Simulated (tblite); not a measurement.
Run report: C$_{4}$H$_{16}$BNSi$_{2}$, geometry relaxation (part 1 of 2)

The run: geometry relaxation of C$_{4}$H$_{16}$BNSi$_{2}$, SMILES B[C@@](C)(N[SiH3])[SiH2]CC. Method and program: GFN2-xTB geometry optimisation, gas phase (tblite 0.8.0).

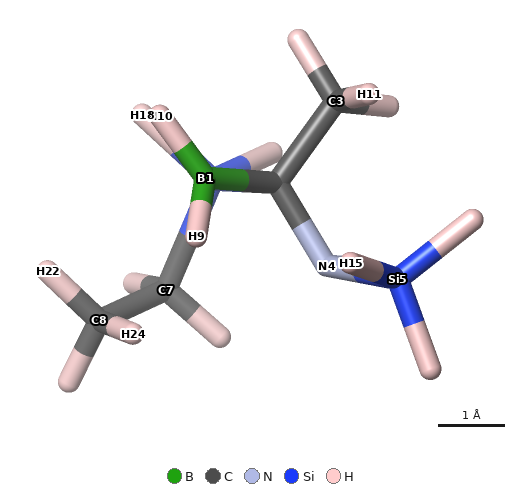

The input geometry (stick view, seen at a tilt; atoms are numbered from 1 in the order of the input).

The input:
```
{"job": {"xc": "GFN2-xTB", "basis": "xTB", "kind": "relax"}, "charge": 0, "multiplicity": 1}
B     -0.105100     1.493700     0.915700
C     -0.526700    -0.019600     0.584900
C     -1.519200    -0.543900     1.647500
N     -1.025700    -0.164400    -0.798300
Si    -2.598400     0.648300    -1.147200
Si     1.060000    -1.040800     0.750400
C      2.142100    -0.929200    -0.787000
C      2.651900     0.488800    -1.021300
H     -0.184000     2.329200     0.086400
H      0.321900     1.780700     1.980400
H     -2.427900     0.110600     1.701000
H     -1.863600    -1.572900     1.390700
H     -1.075100    -0.560200     2.667400
H     -1.176100    -1.187900    -0.993400
H     -2.569800     2.063100    -0.719500
H     -2.840400     0.606700    -2.592000
H     -3.695500    -0.049500    -0.473300
H      1.828800    -0.616100     1.933700
H      0.695800    -2.448700     0.941700
H      1.561500    -1.274100    -1.655900
H      3.005600    -1.605400    -0.644000
H      3.175700     0.870400    -0.127100
H      3.358800     0.490100    -1.869000
H      1.793600     1.151000    -1.276100
```

The first line tells a small driver script what to run in tblite; the rest is the geometry in Å.

Command:
```bash
OMP_NUM_THREADS=1 python <driver script> task.json out
```

Output:
```
step      E/eV     max force
  0    -661.88133    1.872
  1    -662.02824    1.177
  2    -662.09822    0.710
  3    -662.12003    0.464
  4    -662.14383    0.253
  5    -662.15352    0.302
  6    -662.17142    0.389
  7    -662.18333    0.351
  8    -662.19757    0.235
  9    -662.20814    0.203
 10    -662.21853    0.254
 11    -662.22776    0.298
 12    -662.23682    0.268
 13    -662.24426    0.171
 14    -662.24909    0.177
 15    -662.25268    0.157
 16    -662.25653    0.167
 17    -662.26025    0.116
 18    -662.26346    0.099
 19    -662.26618    0.102
 20    -662.26879    0.126
 21    -662.27161    0.119
 22    -662.27427    0.107
 23    -662.27633    0.106
 24    -662.27805    0.117
 25    -662.27992    0.127
 26    -662.28216    0.146
 27    -662.28426    0.114
 28    -662.28560    0.061
 29    -662.28637    0.062
 30    -662.28708    0.079
 31    -662.28796    0.100
 32    -662.28896    0.082
 33    -662.28986    0.065
 34    -662.29057    0.053
 35    -662.29117    0.065
 36    -662.29179    0.068
 37    -662.29249    0.067
 38    -662.29330    0.068
 39    -662.29424    0.074
 40    -662.29527    0.106
 41    -662.29632    0.099
 42    -662.29727    0.063
 43    -662.29807    0.069
 44    -662.29877    0.070
 45    -662.29939    0.079
 46    -662.29999    0.073
 47    -662.30064    0.061
 48    -662.30136    0.074
 49    -662.30208    0.073
 50    -662.30279    0.074
 51    -662.30347    0.079
 52    -662.30416    0.085
 53    -662.30491    0.084
 54    -662.30569    0.075
 55    -662.30642    0.069
 56    -662.30709    0.073
 57    -662.30771    0.073
 58    -662.30828    0.064
 59    -662.30889    0.057
 60    -662.30963    0.069
 61    -662.31061    0.085
 62    -662.31156    0.068
 63    -662.31229    0.053
 64    -662.31283    0.051
 65    -662.31335    0.063
 66    -662.31382    0.057
 67    -662.31422    0.040
 68    -662.31422    0.040
 69    -662.31441    0.033
 70    -662.31483    0.027
 71    -662.31496    0.025
 72    -662.31531    0.038
 73    -662.31552    0.036
 74    -662.31579    0.045
 75    -662.31601    0.039
 76    -662.31619    0.025
 77    -662.31635    0.028
 78    -662.31654    0.040
 79    -662.31675    0.050
 80    -662.31697    0.038
 81    -662.31717    0.030
 82    -662.31735    0.029
 83    -662.31754    0.046
 84    -662.31774    0.046
 85    -662.31792    0.028
 86    -662.31810    0.035
 87    -662.31830    0.040
 88    -662.31851    0.055
 89    -662.31874    0.048
 90    -662.31900    0.044
 91    -662.31931    0.062
 92    -662.31971    0.062
 93    -662.32015    0.075
 94    -662.32057    0.057
 95    -662.32097    0.065
 96    -662.32137    0.076
 97    -662.32172    0.053
 98    -662.32196    0.042
 99    -662.32211    0.028
100    -662.32226    0.048
101    -662.32243    0.050
102    -662.32261    0.042
103    -662.32279    0.034
104    -662.32295    0.035
105    -662.32309    0.041
106    -662.32322    0.029
107    -662.32336    0.030
108    -662.32352    0.033
109    -662.32372    0.053
110    -662.32398    0.061
111    -662.32427    0.047
112    -662.32457    0.040
113    -662.32485    0.036
114    -662.32514    0.043
115    -662.32549    0.040
116    -662.32587    0.048
117    -662.32637    0.056
118    -662.32701    0.074
119    -662.32755    0.064
120    -662.32789    0.036
121    -662.32817    0.046
122    -662.32847    0.063
123    -662.32891    0.130
124    -662.32958    0.100
125    -662.33092    0.069
126    -662.33122    0.038
127    -662.33160    0.032
128    -662.33239    0.036
129    -662.33296    0.051
130    -662.33365    0.071
131    -662.33434    0.081
132    -662.33488    0.050
133    -662.33530    0.051
134    -662.33571    0.048
135    -662.33638    0.034
136    -662.33675    0.040
137    -662.33715    0.046
138    -662.33748    0.044
139    -662.33790    0.039
140    -662.33837    0.042
141    -662.33872    0.056
142    -662.33935    0.053
143    -662.34015    0.055
144    -662.34093    0.046
145    -662.34172    0.046
146    -662.34248    0.057
147    -662.34317    0.064
148    -662.34379    0.050
149    -662.34417    0.051
150    -662.34461    0.043
151    -662.34501    0.049
152    -662.34556    0.047
153    -662.34621    0.050
154    -662.34684    0.050
155    -662.34740    0.063
156    -662.34801    0.058
157    -662.34851    0.062
158    -662.34915    0.072
159    -662.34974    0.047
160    -662.35033    0.039
161    -662.35079    0.044
162    -662.35172    0.054
163    -662.35233    0.052
164    -662.35279    0.043
165    -662.35318    0.041
166    -662.35357    0.053
167    -662.35403    0.082
168    -662.35457    0.065
169    -662.35545    0.045
170    -662.35594    0.051
171    -662.35677    0.050
172    -662.35736    0.050
173    -662.35802    0.060
174    -662.35869    0.068
175    -662.35927    0.062
176    -662.35998    0.055
177    -662.36071    0.041
178    -662.36151    0.048
179    -662.36254    0.063
180    -662.36362    0.072
181    -662.36454    0.060
182    -662.36498    0.072
183    -662.36550    0.039
184    -662.36581    0.033
185    -662.36625    0.031
186    -662.36646    0.033
187    -662.36680    0.031
188    -662.36704    0.031
189    -662.36727    0.026
190    -662.36744    0.022
191    -662.36758    0.020
192    -662.36766    0.017
193    -662.36775    0.017
194    -662.36788    0.024
195    -662.36805    0.029
196    -662.36823    0.032
197    -662.36842    0.035
198    -662.36862    0.031
199    -662.36886    0.035
200    -662.36913    0.034
201    -662.36935    0.033
202    -662.36952    0.027
203    -662.36967    0.024
204    -662.36987    0.032
205    -662.37006    0.043
206    -662.37026    0.041
207    -662.37041    0.031
208    -662.37054    0.024
209    -662.37064    0.023
210    -662.37073    0.022
211    -662.37081    0.022
212    -662.37089    0.024
213    -662.37097    0.020
214    -662.37104    0.023
215    -662.37111    0.021
216    -662.37118    0.022
217    -662.37127    0.022
218    -662.37136    0.023
219    -662.37144    0.024
220    -662.37151    0.017
221    -662.37159    0.018
222    -662.37167    0.021
223    -662.37175    0.022
224    -662.37182    0.020
225    -662.37188    0.016
226    -662.37195    0.019
227    -662.37204    0.025
228    -662.37214    0.023
229    -662.37223    0.022
230    -662.37231    0.021
231    -662.37239    0.019
232    -662.37245    0.020
233    -662.37250    0.017
234    -662.37255    0.011
235    -662.37258    0.012
236    -662.37262    0.013
237    -662.37266    0.017
238    -662.37270    0.015
239    -662.37273    0.009
240    -662.37275    0.009
241    -662.37276    0.009
242    -662.37278    0.009
243    -662.37280    0.011
244    -662.37282    0.014
245    -662.37285    0.013
246    -662.37287    0.014
247    -662.37290    0.012
248    -662.37293    0.016
249    -662.37296    0.020
250    -662.37299    0.015
251    -662.37301    0.011
252    -662.37303    0.010
253    -662.37305    0.016
254    -662.37308    0.019
255    -662.37310    0.014
256    -662.37311    0.009
257    -662.37312    0.009
258    -662.37314    0.010
259    -662.37316    0.010
260    -662.37317    0.009
261    -662.37319    0.008
262    -662.37319    0.006
263    -662.37320    0.006
264    -662.37321    0.007
265    -662.37322    0.008
266    -662.37324    0.007
267    -662.37325    0.009
268    -662.37325    0.006
269    -662.37326    0.006
270    -662.37327    0.007
271    -662.37328    0.006
272    -662.37328    0.006
273    -662.37329    0.008
274    -662.37330    0.010
275    -662.37331    0.011
276    -662.37333    0.010
277    -662.37334    0.009
278    -662.37336    0.007
279    -662.37337    0.008
280    -662.37338    0.011
281    -662.37340    0.012
282    -662.37342    0.009
283    -662.37343    0.007
284    -662.37344    0.007
285    -662.37345    0.007
286    -662.37346    0.006
287    -662.37347    0.005
288    -662.37347    0.005
289    -662.37348    0.006
290    -662.37348    0.007
291    -662.37349    0.006
292    -662.37350    0.006
293    -662.37350    0.005
294    -662.37351    0.005
295    -662.37351    0.005
296    -662.37351    0.004
```

Trajectory as extended XYZ (Å, eV, eV/Å), 12 frames, from step=0 to step=296:
```
24
Properties=species:S:1:pos:R:3:forces:R:3 step=0 energy=-661.88133
B    -0.1051    1.4937    0.9157   -0.1010  -0.4920  -0.2490
C    -0.5267   -0.0196    0.5849   -0.3280   1.3550   0.3200
C    -1.5192   -0.5439    1.6475   -0.6190  -0.0460   0.3480
N    -1.0257   -0.1644   -0.7983   -1.7880  -0.5360   0.1370
Si   -2.5984    0.6483   -1.1472    1.1130  -0.2220   0.0700
Si    1.0600   -1.0408    0.7504    0.5060  -0.3010   0.2840
C     2.1421   -0.9292   -0.7870    0.2530  -0.1870  -0.0590
C     2.6519    0.4888   -1.0213   -0.0990   0.2860  -0.3820
H    -0.1840    2.3292    0.0864    0.1380  -0.2320   0.1920
H     0.3219    1.7807    1.9804   -0.2560  -0.1690  -0.2450
H    -2.4279    0.1106    1.7010    0.7310  -0.5330  -0.0880
H    -1.8636   -1.5729    1.3907    0.2700   0.6580   0.2090
H    -1.0751   -0.5602    2.6674   -0.1860  -0.0290  -0.7900
H    -1.1761   -1.1879   -0.9934    0.3530   1.1350   0.1140
H    -2.5698    2.0631   -0.7195    0.0500  -0.3620  -0.0080
H    -2.8404    0.6067   -2.5920    0.1840  -0.1330   0.0550
H    -3.6955   -0.0495   -0.4733   -0.1710   0.0270   0.0140
H     1.8288   -0.6161    1.9337   -0.0400  -0.0660  -0.0160
H     0.6958   -2.4487    0.9417   -0.1040  -0.1560   0.0320
H     1.5615   -1.2741   -1.6559    0.3930   0.0990   0.1520
H     3.0056   -1.6054   -0.6440   -0.4050   0.2280  -0.2400
H     3.1757    0.8704   -0.1271   -0.3290  -0.1100  -0.4840
H     3.3588    0.4901   -1.8690   -0.2720   0.1510   0.3440
H     1.7936    1.1510   -1.2761    0.7070  -0.3650   0.2920
24
Properties=species:S:1:pos:R:3:forces:R:3 step=26 energy=-662.28216
B    -0.0963    1.4673    0.9343    0.0000  -0.0130   0.0120
C    -0.6056    0.0321    0.6573   -0.0320   0.0230   0.1000
C    -1.5220   -0.5511    1.7468    0.0000   0.0100  -0.0040
N    -1.1851   -0.1565   -0.6698    0.0770  -0.0080   0.0570
Si   -2.6312    0.6206   -1.1746    0.0060  -0.0140   0.0380
Si    1.0336   -1.0216    0.7351    0.0080   0.0940  -0.1120
C     2.1372   -0.8928   -0.8069    0.0380   0.0550  -0.0520
C     2.6687    0.5141   -1.0678    0.0140  -0.0090  -0.0070
H     0.1522    2.1888    0.0484   -0.0050   0.0020   0.0450
H     0.0816    1.8116    2.0410   -0.0150  -0.0120  -0.0600
H    -2.4321    0.0422    1.8145   -0.0210   0.0020  -0.0020
H    -1.8066   -1.5774    1.5130    0.0190   0.0050  -0.0050
H    -1.0297   -0.5411    2.7164   -0.0080   0.0070  -0.0200
H    -1.0820   -1.1087   -0.9921   -0.0580  -0.0820  -0.0350
H    -2.5336    2.0102   -0.7347    0.0250   0.0180  -0.0460
H    -2.6603    0.4272   -2.6241    0.0320   0.0250  -0.0250
H    -3.8850    0.0697   -0.6274   -0.0320  -0.0120   0.0220
H     1.8195   -0.6901    1.9276    0.0020  -0.0200   0.0610
H     0.5737   -2.4177    0.8255   -0.0130  -0.0590   0.0250
H     1.6042   -1.2403   -1.6939   -0.0170   0.0270   0.0170
H     2.9809   -1.5734   -0.6747   -0.0170   0.0130  -0.0010
H     3.2141    0.8855   -0.2019   -0.0070  -0.0120  -0.0240
H     3.3420    0.5221   -1.9245   -0.0070  -0.0120   0.0160
H     1.8500    1.1988   -1.2718    0.0090  -0.0270   0.0010
24
Properties=species:S:1:pos:R:3:forces:R:3 step=53 energy=-662.30491
B    -0.1278    1.4386    0.9655    0.0040   0.0000  -0.0090
C    -0.6434    0.0075    0.7137   -0.0010   0.0040  -0.0080
C    -1.5418   -0.5810    1.8059    0.0170   0.0050   0.0160
N    -1.2149   -0.2452   -0.6035    0.0040   0.0280  -0.0180
Si   -2.5630    0.6279   -1.2195   -0.0280  -0.0220  -0.0020
Si    1.0371   -0.9916    0.7315   -0.0300   0.0640  -0.0460
C     2.1000   -0.8246   -0.8361    0.0120  -0.0080  -0.0370
C     2.6964    0.5522   -1.1031    0.0020   0.0070   0.0040
H     0.1572    2.1415    0.0768    0.0020  -0.0060   0.0120
H     0.0223    1.8033    2.0685    0.0080  -0.0050  -0.0210
H    -2.4852   -0.0357    1.8310   -0.0040  -0.0340  -0.0150
H    -1.7580   -1.6314    1.6063   -0.0150   0.0120   0.0430
H    -1.0725   -0.4980    2.7817    0.0160  -0.0310   0.0250
H    -1.2455   -1.2373   -0.8082    0.0140  -0.0090  -0.0010
H    -2.3527    2.0290   -0.8674   -0.0120  -0.0050  -0.0260
H    -2.5337    0.3609   -2.6587    0.0080   0.0080  -0.0120
H    -3.8837    0.2052   -0.7060    0.0390   0.0370   0.0000
H     1.8303   -0.7239    1.9364    0.0110   0.0120   0.0250
H     0.5967   -2.3985    0.7632   -0.0140  -0.0560   0.0410
H     1.5153   -1.1225   -1.7072   -0.0260  -0.0100  -0.0200
H     2.9125   -1.5484   -0.7522    0.0090  -0.0160  -0.0020
H     3.2686    0.9009   -0.2465   -0.0080   0.0110   0.0120
H     3.3626    0.5172   -1.9645   -0.0040   0.0060   0.0040
H     1.9116    1.2733   -1.3119   -0.0040   0.0090   0.0340
24
Properties=species:S:1:pos:R:3:forces:R:3 step=80 energy=-662.31697
B    -0.1382    1.4134    0.9753   -0.0020   0.0070   0.0010
C    -0.6652   -0.0123    0.7343    0.0030   0.0060   0.0010
C    -1.5299   -0.6147    1.8449    0.0090   0.0060   0.0110
N    -1.2453   -0.2819   -0.5736    0.0080  -0.0020  -0.0070
Si   -2.5150    0.6405   -1.2774   -0.0020  -0.0150   0.0030
Si    1.0382   -0.9806    0.7297   -0.0300   0.0230   0.0010
C     2.0494   -0.8000   -0.8689    0.0010  -0.0120  -0.0130
C     2.6827    0.5694   -1.0837    0.0020   0.0110  -0.0010
H     0.1391    2.1150    0.0839   -0.0020   0.0000  -0.0010
H     0.0338    1.7786    2.0741    0.0030  -0.0020   0.0030
H    -2.4985   -0.1153    1.8623   -0.0040  -0.0180  -0.0110
H    -1.6972   -1.6806    1.6833   -0.0240   0.0140   0.0010
H    -1.0579   -0.4839    2.8144    0.0090  -0.0090   0.0190
H    -1.3256   -1.2786   -0.7392    0.0200  -0.0060   0.0010
H    -2.2217    2.0497   -1.0395   -0.0050  -0.0050  -0.0130
H    -2.4706    0.2686   -2.6935   -0.0080  -0.0020  -0.0070
H    -3.8671    0.3514   -0.7593    0.0140   0.0180   0.0030
H     1.8614   -0.6748    1.9069    0.0050  -0.0010   0.0080
H     0.6278   -2.3961    0.8159   -0.0010  -0.0150   0.0090
H     1.4243   -1.0362   -1.7307   -0.0160  -0.0010  -0.0180
H     2.8379   -1.5535   -0.8441    0.0140  -0.0160  -0.0060
H     3.2839    0.8575   -0.2245    0.0080   0.0030   0.0090
H     3.3266    0.5614   -1.9618    0.0030  -0.0030  -0.0110
H     1.9155    1.3226   -1.2331   -0.0060   0.0190   0.0180
```
